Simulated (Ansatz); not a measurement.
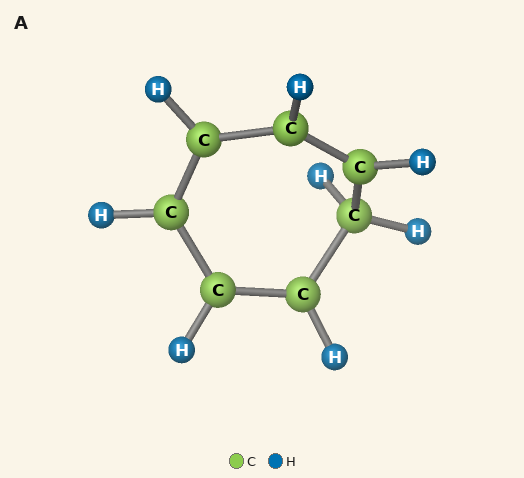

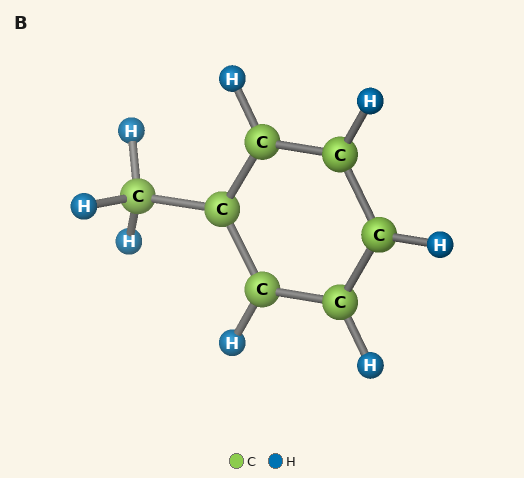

2 stationary structures of one formula. Geometries: PBE-D4/def2-SVP. Electronic energies: PBE-D4/def2-SVP (Ansatz 0.2.0), without zero-point energy. No frequency run is at hand to confirm each as a minimum.

Rank them by energy, lowest first.

Answer. B is lowest; A lies 1.451 eV above it. A is `C1=CC=CCC=C1`, B is `Cc1ccccc1`.
